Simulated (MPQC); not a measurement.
# doublet [O2]−: a chain of runs

We compute a series of 13 runs (UHF/cc-pVDZ, UHF/jun-cc-pV(D+d)Z, UHF/jul-cc-pV(D+d)Z, UHF/aug-cc-pV(D+d)Z, UHF/may-cc-pV(T+d)Z, UHF/jun-cc-pV(T+d)Z, UHF/aug-cc-pV(T+d)Z) of O2. 

Program for the calculation: MPQC 2.3.1.

## (1) The structure to begin with

The species is [O2]− (2 atoms), meant as a doublet with charge -1. As SMILES of the parent species, `O=O`. The coordinates come from a GFN2-xTB relaxation. That shape belongs to the parent species and isn't relaxed for this state.

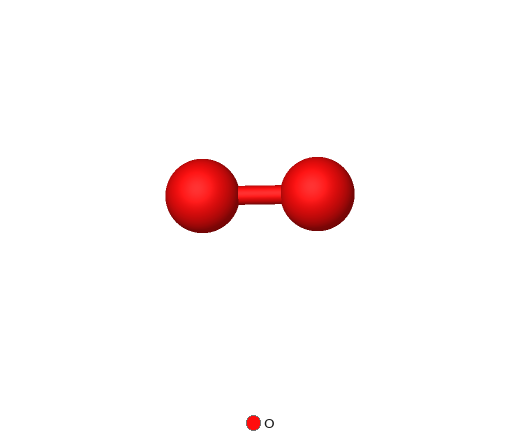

The structure, seen from a chosen angle (oxygen red).

## (2) A single-point energy at UHF/cc-pVDZ (run 1)

input.in reads:

```
% O2
molecule<Molecule>: (
   symmetry = c1
   unit = bohr
   { atoms geometry } = {
      O  [ 0.97685613 -0.31603780 0.50313958 ]
      O  [ -0.97685613 0.31603780 -0.50313958 ]
   }
)
basis<GaussianBasisSet>: (
   name = "cc-pVDZ"
   molecule = $:molecule
   basisdir = "."
   puream = yes
)
mpqc: (
   checkpoint = no
   savestate = no
   restart = no
   do_energy = yes
   do_gradient = no
   optimize = no
   mole<UHF>: (
      molecule = $:molecule
      basis = $:basis
      total_charge = -1
      multiplicity = 2
      memory = 1000000000
      print_evals = yes
      print_npa = yes
      maxiter = 70
      value_accuracy = 1e-08
      guess_wavefunction<HSOSHF>: (
         molecule = $:molecule
         total_charge = -1
         multiplicity = 2
         memory = 1000000000
         value_accuracy = 1e-3
         basis<GaussianBasisSet>: (
            name = "STO-3G"
            molecule = $:molecule
         )
         guess_wavefunction<ExtendedHuckelWfn>: (
            molecule = $:molecule
            total_charge = -1
            multiplicity = 2
            basis<GaussianBasisSet>: (
               name = "STO-3G"
               molecule = $:molecule
            )
         )
      )
   )
)
```

The basis set cc-pVDZ is read from a file made from the Basis Set Exchange's data (not shown).

Started as:

```
$ mpqc input.in > input.out
```

What it wrote:

```text
MPQC: Massively Parallel Quantum Chemistry
[...]
  <S^2>      = 0.762393
  total scf energy = -149.5632279843
Value of the MolecularEnergy: -149.5632279843
[...]
      symmetry = c1
[...]
      nbasis = 28
[...]
    nalpha = 9
    nbeta = 8
[...]
```

Run time: 0.26 s. Hardware: 1 thread of Arm Neoverse V1, shared host.

## (3) Triplet neutral O2: the energy at UHF/jun-cc-pV(D+d)Z (run 2)

input.in: that of step 2 with these lines changed.

```diff
@@ -10,3 +10,3 @@
 basis<GaussianBasisSet>: (
-   name = "cc-pVDZ"
+   name = "jun-cc-pV(D+d)Z"
    molecule = $:molecule
@@ -25,4 +25,4 @@
       basis = $:basis
-      total_charge = -1
-      multiplicity = 2
+      total_charge = 0
+      multiplicity = 3
       memory = 1000000000
@@ -34,4 +34,4 @@
          molecule = $:molecule
-         total_charge = -1
-         multiplicity = 2
+         total_charge = 0
+         multiplicity = 3
          memory = 1000000000
@@ -44,4 +44,4 @@
             molecule = $:molecule
-            total_charge = -1
-            multiplicity = 2
+            total_charge = 0
+            multiplicity = 3
             basis<GaussianBasisSet>: (
```

The basis set jun-cc-pV(D+d)Z is read from a file made from the Basis Set Exchange's data (not shown).

Started as:

```
$ mpqc input.in > input.out
```

What it wrote:

```text
MPQC: Massively Parallel Quantum Chemistry
[...]
  <S^2>      = 2.043343
  total scf energy = -149.6353096751
Value of the MolecularEnergy: -149.6353096751
[...]
      symmetry = c1
[...]
      nbasis = 36
[...]
    nalpha = 9
    nbeta = 7
[...]
```

Wall time 0.3 s (1 thread of Arm Neoverse V1, shared host).

Runs 3 to 7 aren't shown in full; the table further down has their settings and results.

## (4) Triplet neutral O2: a single-point energy at UHF/may-cc-pV(T+d)Z (run 8)

input.in: that of step 3 with these lines changed.

```diff
@@ -10,3 +10,3 @@
 basis<GaussianBasisSet>: (
-   name = "jun-cc-pV(D+d)Z"
+   name = "may-cc-pV(T+d)Z"
    molecule = $:molecule
```

The basis set may-cc-pV(T+d)Z is read from a file made from the Basis Set Exchange's data (not shown).

Started as:

```
$ mpqc input.in > input.out
```

What it wrote:

```text
MPQC: Massively Parallel Quantum Chemistry
[...]
  <S^2>      = 2.047089
  total scf energy = -149.6768271203
Value of the MolecularEnergy: -149.6768271203
[...]
      symmetry = c1
[...]
      nbasis = 68
[...]
    nalpha = 9
    nbeta = 7
[...]
```

Run time: 4.2 s. Hardware: 1 thread of Arm Neoverse V1, shared host; peak memory 0.39 GiB.

Runs 9 to 12 aren't shown in full; the table further down has their settings and results.

## (5) A single-point energy at UHF/aug-cc-pV(T+d)Z (run 13)

input.in: that of step 4 with these lines changed.

```diff
@@ -10,3 +10,3 @@
 basis<GaussianBasisSet>: (
-   name = "may-cc-pV(T+d)Z"
+   name = "aug-cc-pV(T+d)Z"
    molecule = $:molecule
@@ -25,4 +25,4 @@
       basis = $:basis
-      total_charge = 0
-      multiplicity = 3
+      total_charge = -1
+      multiplicity = 2
       memory = 1000000000
@@ -34,4 +34,4 @@
          molecule = $:molecule
-         total_charge = 0
-         multiplicity = 3
+         total_charge = -1
+         multiplicity = 2
          memory = 1000000000
@@ -44,4 +44,4 @@
             molecule = $:molecule
-            total_charge = 0
-            multiplicity = 3
+            total_charge = -1
+            multiplicity = 2
             basis<GaussianBasisSet>: (
```

The basis set aug-cc-pV(T+d)Z is read from a file made from the Basis Set Exchange's data (not shown).

Started as:

```
$ mpqc input.in > input.out
```

What it wrote:

```text
MPQC: Massively Parallel Quantum Chemistry
[...]
  <S^2>      = 0.780092
  total scf energy = -149.6407335328
Value of the MolecularEnergy: -149.6407335328
[...]
      symmetry = c1
[...]
      nbasis = 92
[...]
    nalpha = 9
    nbeta = 8
[...]
```

Wall time 16 s (1 thread of Arm Neoverse V1, shared host); peak memory 0.5 GiB.

## (6) All runs side by side

```csv
run,level,partner,energy (Eh),⟨S²⟩,wall time
1,UHF/cc-pVDZ,anion,-149.563228,0.762,0.26 s
2,UHF/jun-cc-pV(D+d)Z,base,-149.635310,2.043,0.3 s
3,UHF/jun-cc-pV(D+d)Z,anion,-149.603364,0.777,0.36 s
4,UHF/jul-cc-pV(D+d)Z,base,-149.642016,2.047,0.65 s
5,UHF/jul-cc-pV(D+d)Z,anion,-149.606532,0.779,0.81 s
6,UHF/aug-cc-pV(D+d)Z,base,-149.642016,2.047,0.85 s
7,UHF/aug-cc-pV(D+d)Z,anion,-149.606532,0.779,0.99 s
8,UHF/may-cc-pV(T+d)Z,base,-149.676827,2.047,4.2 s
9,UHF/may-cc-pV(T+d)Z,anion,-149.640003,0.779,5.1 s
10,UHF/jun-cc-pV(T+d)Z,base,-149.677476,2.049,6.3 s
11,UHF/jun-cc-pV(T+d)Z,anion,-149.640500,0.780,7.5 s
12,UHF/aug-cc-pV(T+d)Z,base,-149.677751,2.049,12 s
13,UHF/aug-cc-pV(T+d)Z,anion,-149.640734,0.780,16 s
```

## (7) Outcome

| quantity | value |
| --- | --- |
| run 13, UHF/aug-cc-pV(T+d)Z: total energy | -149.64073 Eh |
| run 13, UHF/aug-cc-pV(T+d)Z: ⟨S²⟩ | 0.780 |
| vertical electron affinity (to the doublet anion), UHF/jun-cc-pV(D+d)Z | -0.869 eV |
| vertical electron affinity (to the doublet anion), UHF/jul-cc-pV(D+d)Z | -0.966 eV |
| vertical electron affinity (to the doublet anion), UHF/aug-cc-pV(D+d)Z | -0.966 eV |
| vertical electron affinity (to the doublet anion), UHF/may-cc-pV(T+d)Z | -1.002 eV |
| vertical electron affinity (to the doublet anion), UHF/jun-cc-pV(T+d)Z | -1.006 eV |
| vertical electron affinity (to the doublet anion), UHF/aug-cc-pV(T+d)Z | -1.007 eV |

What this shows: At UHF/jun-cc-pV(D+d)Z: the anion lies 0.87 eV (83.9 kJ/mol) above the neutral: the electron isn't bound at this level, and such a value depends on the basis. Hartree–Fock misses the correlation that binds many anions. At UHF/jul-cc-pV(D+d)Z: the anion lies 0.97 eV (93.2 kJ/mol) above the neutral: the electron isn't bound at this level, and such a value depends on the basis. At UHF/aug-cc-pV(D+d)Z: the anion lies 0.97 eV (93.2 kJ/mol) above the neutral: the electron isn't bound at this level, and such a value depends on the basis. At UHF/may-cc-pV(T+d)Z: the anion lies 1.00 eV (97 kJ/mol) above the neutral: the electron isn't bound at this level, and such a value depends on the basis. At UHF/jun-cc-pV(T+d)Z: the anion lies 1.01 eV (23 kcal/mol) above the neutral: the electron isn't bound at this level, and such a value depends on the basis. At UHF/aug-cc-pV(T+d)Z: the anion lies 1.01 eV (97 kJ/mol) above the neutral: the electron isn't bound at this level, and such a value depends on the basis. All runs together took 56 s, the longest 16 s.
